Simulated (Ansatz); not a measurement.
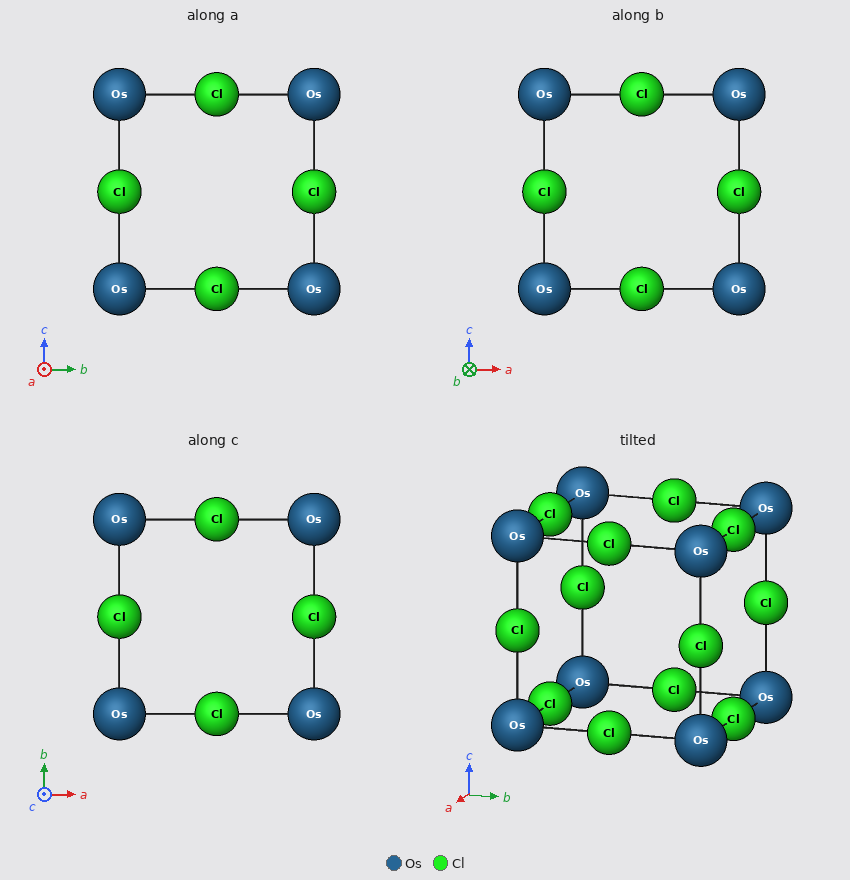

Shown here is a spheres-only view of the crystal, taken along the a axis, along the b axis, along the c axis and slightly off an axis. The conventional unit cell is outlined; an atom on or near a face, edge or corner is repeated at each equivalent position.

Lattice parameters: a = 4.8824 Å, b = 4.8824 Å, c = 4.8824 Å, α = 90.000°, β = 90.000°, γ = 90.000°.

Q: Record the structure as a CIF with its space group and independent sites.

A:
```cif
data_structure
_symmetry_space_group_name_H-M 'P m -3 m'
_symmetry_Int_Tables_number 221
_cell_length_a 4.8824
_cell_length_b 4.8824
_cell_length_c 4.8824
_cell_angle_alpha 90.000
_cell_angle_beta 90.000
_cell_angle_gamma 90.000
_cell_volume 116.39
loop_
_atom_site_label
_atom_site_type_symbol
_atom_site_symmetry_multiplicity
_atom_site_Wyckoff_symbol
_atom_site_fract_x
_atom_site_fract_y
_atom_site_fract_z
_atom_site_occupancy
Os1 Os 1 a 0.0000 0.0000 0.0000 1
Cl1 Cl 3 d 0.5000 0.0000 0.0000 1
```

It goes back to a structure type filled with these elements by a generator (whether the compound takes this form wasn't checked). The cell was then strained or its atoms displaced on purpose. Ansatz was used for an electronic-structure calculation on it.
